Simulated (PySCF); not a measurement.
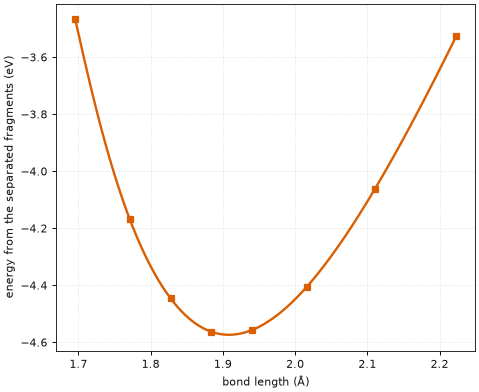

Bond curve of P₂, singlet. CCSD(T)/def2-TZVPP, PySCF 2.14.0, RHF. One reference determinant with the occupation held, the lowest that a PBE0 search over spins and occupations found; no spin-orbit coupling. Zero is the separated fragments in their ground configurations, without counterpoise.

What constants does a Dunham fit to the curve give (main isotopes)?

re = 1.908 Å, ωe = 776 cm⁻¹, ωexe = 2.8 cm⁻¹, De = 4.57 eV, Be = 0.299 cm⁻¹.

How much does zero-point motion take off the well depth?

0.048 eV (388 cm⁻¹): De = 4.57 eV, D0 = 4.53 eV.
